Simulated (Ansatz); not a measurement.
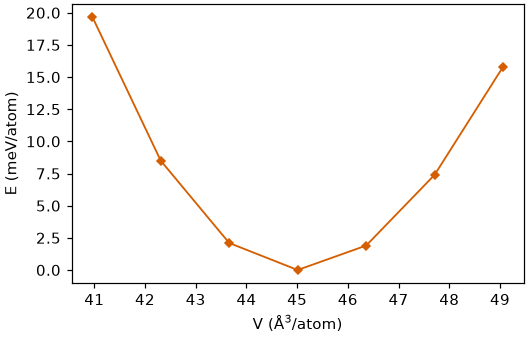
*CsSnI₃ in space group Pnma (No. 62; Cs on 4c, Sn on 4a, I on 4c, I on 8d) under volume change, the program Ansatz at the PBEsol level (PAW), shape and atoms relaxed at each volume.*

**Question.** What does a third-order Birch–Murnaghan fit give for V₀, B₀ and B′?

**Answer.** V₀ = 45.01 Å³/atom, B₀ = 15.3 GPa, B′ = 2.6.

Symmetry was held in the PBEsol relaxation. Scalar-relativistic: spin–orbit coupling is off unless named, which matters more the heavier the elements.

Potentials: the later of the program's two PAW sets.
